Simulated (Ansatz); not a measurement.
# One shape, several levels: SiCl (SMILES [Si]Cl)

We compute a comparison of 6 runs (UHF/STO-3G, U-revPBE/aug-cc-pVTZ, U-wB97M-V/aug-cc-pVTZ, UB3LYP/aug-cc-pVTZ, UCAM-B3LYP/aug-cc-pVTZ, UPBE-QIDH/aug-cc-pVTZ) of SiCl. 

The results are computed with Ansatz 0.2.0.

40 further runs of the same task are left out: 40 set aside as unsound or not needed.

**1. The system as given**

SiCl has 2 atoms, charge 0, and is taken as a doublet. SMILES: `[Si]Cl`. The Si1–Cl2 distance was set to 3.721 Å, away from the relaxed value.

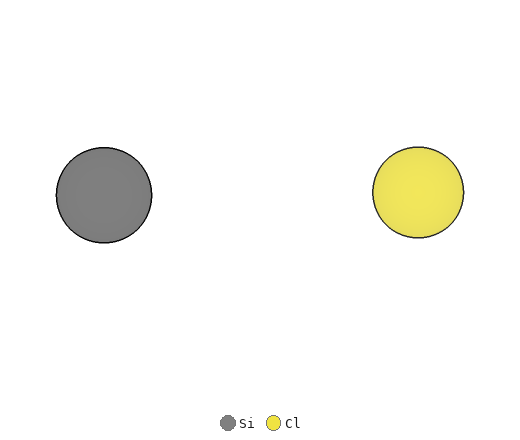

Viewed from a chosen angle; silicon grey, chlorine yellow.

**2. A single-point energy at UHF/STO-3G (run 1)**

File input.yaml:

```yaml
crystal:
  periodic: [false, false, false]
  atoms:
    - {symbol: Si, position_ang: [2.292705, -0.763516, 1.175512]}
    - {symbol: Cl, position_ang: [-0.881810, 0.293660, -0.452120]}
basis:
  gaussian: {orbitals: STO-3G}
output: {orbitals: {seedname: orbitals}}
hamiltonian: {xc: hf}
accuracy: high
magnetization: {spin_polarized: true, initial_magnetization: 1}
```

Launch:

```console
$ ansatz run input.yaml --threads 1 --pin off --max-ram 3480MiB --events-out events.jsonl --progress --plain --runs-dir runs
```

The program printed:

```text
Warning: RAYON_NUM_THREADS=1 ignored (pool sized by the plan → 1); use --threads N
Functional definition: HF
  name "HF"
  exchange = exact_x
  correlation = 0
267 factors; integrals over basis functions are off by at most 7.0e-9 eV
mean field evaluation 1: about -20135.2400 eV, gradient 3.1e0 eV
mean field evaluation 2: about -20135.2441 eV, gradient 3.1e0 eV
mean field evaluation 4: about -20135.8457 eV, gradient 7.7e-1 eV
mean field evaluation 8: about -20135.8099 eV, gradient 2.0e-1 eV
mean field evaluation 16: about -20136.8010 eV, gradient 9.6e-9 eV
mean field evaluation 32: about -20136.7437 eV, gradient 1.2e-1 eV
mean field evaluation 64: about -20135.6704 eV, gradient 7.2e0 eV
mean field evaluation 96: about -20135.9234 eV, gradient 1.2e-1 eV
mean field evaluation 128: about -20135.8103 eV, gradient 2.6e-3 eV
mean field -20136.80097494 eV, -740.0137866151 hartree, gradient 9.8e-9 eV, S^2 1.647992; 6 other end points of the search recorded, 0 dependent functions left out
reference -20136.80097494 eV, -740.0137866151 hartree; 16, 15 occupied and 2, 3 virtual orbitals, 267 factors
Total energy: -20136.80097494 eV, -740.0137866151 hartree
```

Run time: 0.22 s. Hardware: 1 thread of Intel Xeon 6975P-C (Granite Rapids), shared host.

**3. A single-point energy at U-revPBE/aug-cc-pVTZ (run 2)**

File molecule.yaml:

```yaml
crystal:
  periodic: [false, false, false]
  atoms:
    - {symbol: Si, position_ang: [2.292705, -0.763516, 1.175512]}
    - {symbol: Cl, position_ang: [-0.881810, 0.293660, -0.452120]}
basis:
  gaussian:
    orbitals: aug-cc-pVTZ
magnetization:
  spin_polarized: true
  initial_magnetization: 1
hamiltonian:
  xc: {name: revPBE}
accuracy: high
output:
  orbitals: {seedname: orbitals}
```

Launch:

```console
$ ansatz run molecule.yaml --threads 1 --pin off --max-ram 3480MiB --events-out events.jsonl --progress --plain --runs-dir runs
```

The program printed, shortened:

```text
Warning: RAYON_NUM_THREADS=1 ignored (pool sized by the plan → 1); use --threads N
Functional definition: revPBE
  name "revPBE"
[...]
1266 factors; integrals over basis functions are off by at most 3.7e-9 eV
[...]
mean field -20393.25485647 eV, -749.4382929307 hartree, gradient 5.1e-8 eV, S^2 1.012805; 9 other end points of the search recorded, 0 dependent functions left out
reference -20393.25486175 eV, -749.4382931249 hartree; 16, 15 occupied and 84, 85 virtual orbitals, 1266 factors
Total energy: -20393.25486175 eV, -749.4382931249 hartree
```

Run time: 17 s. Hardware: 1 thread of Intel Xeon 6975P-C (Granite Rapids), shared host; peak memory 0.25 GiB.

Run 3 isn't shown in full; the table further down has it.

**4. A single-point energy at UB3LYP/aug-cc-pVTZ (run 4)**

File run.yaml:

```yaml
crystal:
  periodic: [false, false, false]
  atoms:
    - {symbol: Si, position_ang: [2.292705, -0.763516, 1.175512]}
    - {symbol: Cl, position_ang: [-0.881810, 0.293660, -0.452120]}
basis:
  gaussian:
    orbitals: aug-cc-pVTZ
magnetization:
  spin_polarized: true
  initial_magnetization: 1
hamiltonian:
  xc: {name: B3LYP}
accuracy: high
output:
  orbitals: {seedname: orbitals}
```

Launch:

```console
$ ansatz run run.yaml --threads 1 --pin off --max-ram 3480MiB --events-out events.jsonl --progress --plain --runs-dir runs
```

The program printed, shortened:

```text
Warning: RAYON_NUM_THREADS=1 ignored (pool sized by the plan → 1); use --threads N
Functional definition: B3LYP
  name "B3LYP"
[...]
1266 factors; integrals over basis functions are off by at most 3.7e-9 eV
[...]
mean field -20397.93784772 eV, -749.6103896849 hartree, gradient 3.1e-8 eV, S^2 1.081100; 11 other end points of the search recorded, 0 dependent functions left out
reference -20397.93787924 eV, -749.6103908433 hartree; 16, 15 occupied and 84, 85 virtual orbitals, 1266 factors
Total energy: -20397.93787924 eV, -749.6103908433 hartree
```

Run time: 22 s. Hardware: 1 thread of Intel Xeon 6975P-C (Granite Rapids), shared host; peak memory 0.38 GiB.

Run 5 isn't shown in full; the table further down has it.

**5. A single-point energy at UPBE-QIDH/aug-cc-pVTZ (run 6)**

run.yaml, as its differences from that of step 4:

```diff
@@ -12,5 +12,6 @@
 hamiltonian:
-  xc: {name: B3LYP}
+  xc: {name: PBE-QIDH}
+correlation:
+  frozen_orbitals: {Cl: 5, Si: 5}
 accuracy: high
-output:
-  orbitals: {seedname: orbitals}
+output: {orbitals: {seedname: orbitals}}
```

Launch:

```console
$ ansatz run run.yaml --threads 1 --pin off --max-ram 3480MiB --events-out events.jsonl --progress --plain --runs-dir runs
```

The program printed, shortened:

```text
Warning: RAYON_NUM_THREADS=1 ignored (pool sized by the plan → 1); use --threads N
Functional definition: PBE-QIDH
  name "PBE-QIDH"
[...]
1266 factors; integrals over basis functions are off by at most 3.7e-9 eV
[...]
mean field -20381.83953106 eV, -749.0187874592 hartree, gradient 2.1e-8 eV, S^2 1.493532; 14 other end points of the search recorded, 0 dependent functions left out
10 core orbitals not correlated: weight in the atoms' cores, before any rotation towards them, 1.000 or more for the frozen orbitals, at most 0.000 for the correlated occupied ones
reference -20381.83953255 eV, -749.0187875142 hartree; 6, 5 occupied and 84, 85 virtual orbitals, 1266 factors
second order -7.29946787 eV of doubles, -0.00000000 eV of singles
Total energy: -20384.27268851 eV, -749.1082043464 hartree
```

Wall time 65 s (1 thread of Intel Xeon 6975P-C (Granite Rapids), shared host); peak memory 0.4 GiB.

**6. All runs side by side**

```tsv
run	level	frozen core orbitals	energy (Eh)	HOMO energy (eV)	LUMO energy (eV)	⟨S²⟩	wall time
1	UHF/STO-3G	–	-740.013787	-4.00	1.93	1.648	0.22 s
2	U-revPBE/aug-cc-pVTZ	–	-749.438293	-5.97	-5.84	1.013	17 s
3	U-wB97M-V/aug-cc-pVTZ	–	-749.522482	-8.51	-3.15	1.093	1.8 min
4	UB3LYP/aug-cc-pVTZ	–	-749.610391	-6.89	-5.09	1.081	22 s
5	UCAM-B3LYP/aug-cc-pVTZ	–	-749.584542	-7.87	-3.89	1.179	25 s
6	UPBE-QIDH/aug-cc-pVTZ	10	-749.108204	-7.82	-3.04	1.494	65 s
```

**7. Results**

| quantity | value |
| --- | --- |
| run 6: total energy | -749.10820 Eh |
| run 6: HOMO energy (SCF part's orbitals) (highest over α and β) | -7.82 eV |
| run 6: LUMO energy (SCF part's orbitals) (lowest over α and β) | -3.04 eV |
| run 6: ⟨S²⟩ | 1.494 |

Totals of different functionals can't be ranked against each other. In run 1 the basis is minimal, so the values are rough. Spin contamination of the reference: run 1 ⟨S²⟩ = 1.65, run 6 ⟨S²⟩ = 1.49, run 5 ⟨S²⟩ = 1.18, run 3 ⟨S²⟩ = 1.09, run 4 ⟨S²⟩ = 1.08, run 2 ⟨S²⟩ = 1.01. Where it is this large, the reference is a mixture of spin states, and values that rest on it are in doubt. All runs together took 4 min, the longest 1.8 min.
